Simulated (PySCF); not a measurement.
Molecule: SMILES C[SiH2]N(C)[SiH2]N (C2H12N2Si2), singlet. Atoms near the plane z = 0.0 Å, at the GFN2-xTB optimised geometry (x, y, z in Å): Si1 (-0.5, -0.7, 0.0), H7 (-1.0, 0.7, 0.0), H8 (1.0, -0.7, 0.0).

Method: CAM-B3LYP/def2-SVP in PySCF. Cells within 0.4 Å of a nucleus heavier than hydrogen are left out (blank, or x). The values are rescaled to run from 0 to 1.

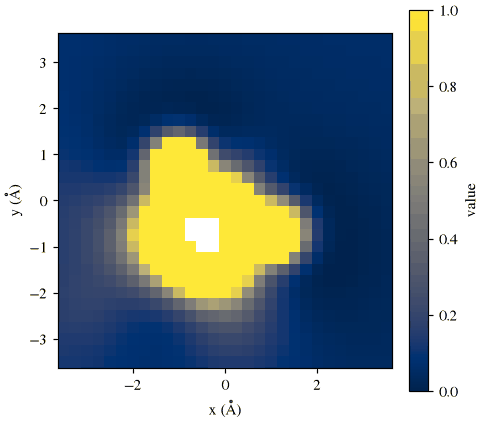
a field on the plane z = 0.0 Å.

Question: Which quantity is mapped?
(A) electrostatic potential
(B) Laplacian of the electron density
(C) deformation density (molecule minus spherical neutral atoms)
(D) an orbital amplitude

Answer: A, electrostatic potential. In full: electrostatic potential (hartree/e), clipped to [-0.08, 0.12].
